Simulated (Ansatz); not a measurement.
Pulling on the Si4–H5 bond in BeH4OSi (SMILES [BeH][O][SiH3]) (multiplicity 1 held, fragments rigid). Energies count from the point at 1.481 Å.
Geometry at that point (charge 0, multiplicity 1):
| atom | x (Å) | y (Å) | z (Å) |
|---|---|---|---|
| Be | -1.5733 | -0.9306 | 1.0320 |
| H | -2.5663 | -1.5179 | 1.6833 |
| O | -0.5220 | -0.3087 | 0.3424 |
| Si | 0.7004 | 0.4143 | -0.4594 |
| H | 0.7902 | -0.1299 | -1.8341 |
| H | 1.9793 | 0.1660 | 0.2455 |
| H | 0.4603 | 1.8742 | -0.5299 |

Restricted levels (R-, RO-) in cc, def2 and unpolarised 6-31G sets keep to the state of the molecule at rest. U- levels take the lowest unrestricted solution at each point, which mixes spins at long bonds. Active spaces are followed from a long bond inwards. Curves can end on different states.

Correlated levels freeze the cores.

Codes used: Ansatz (Gaussian basis) for Hartree–Fock, density functionals and correlated methods. Each number belongs to the level named beside it.

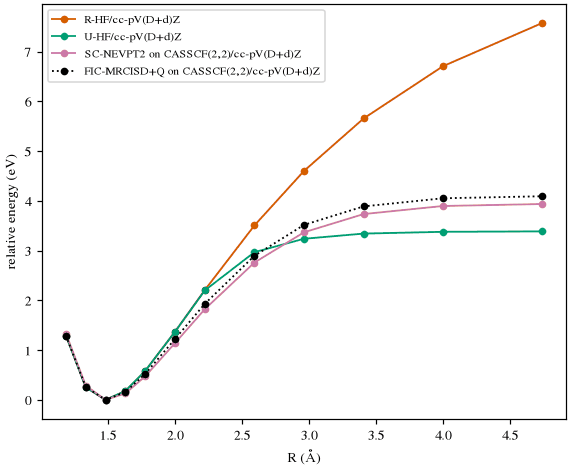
*Relative energy along the coordinate*

**Question.** Read off the U-HF/cc-pV(D+d)Z curve at R = 3.999.

**Answer.** about 3.4 eV

Doubts at one or more of the structures used: a restricted determinant that unrestricted orbitals would lower (R-HF/cc-pV(D+d)Z); a spin-contaminated determinant (U-HF/cc-pV(D+d)Z).

Ansatz is a program for electronic structure.
